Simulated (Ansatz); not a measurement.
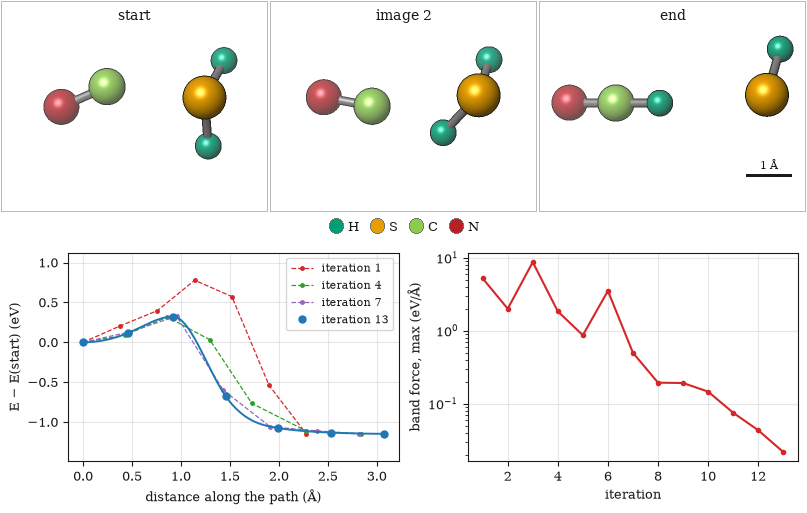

A nudged-elastic-band calculation for CH2NS (multiplicity 2), made up at the start of H$_{2}$S and CN. Images are numbered from 0 (start) to 6 (end). The plot follows the band through its iterations. The picture is a ball-and-stick view, seen at a tilt.

The calculation used Ansatz 0.2.0, UKS PBE0-D4/def2-SVP. Settings: 5 movable images; climbing image; force threshold 0.03 eV/Å; iteration limit 60; starting path by straight interpolation.

**How did the profile develop, and is the result final?**

The run is converged, with reservations. The band converged in 13 iterations. The largest component of the band force went from 5.2 to 0.022 eV/Å. The climbing image converged on the top of the path. Its curvatures weren't checked. The straight starting path can push atoms close together and costs iterations. The first iteration put the highest image at 0.78 eV. Forward barrier 0.32 eV, backward barrier 1.47 eV, with image 2 at the top; the reaction energy is −1.15 eV.

Limits of the set-up: the start holds two separate molecules, 2.4 Å apart at their closest, whose relative position is a soft coordinate.

Cost: 3 min on 1 thread of Intel(R) Xeon(R) Processor @ 2.70GHz, on a shared host, peak memory 0.14 GiB.
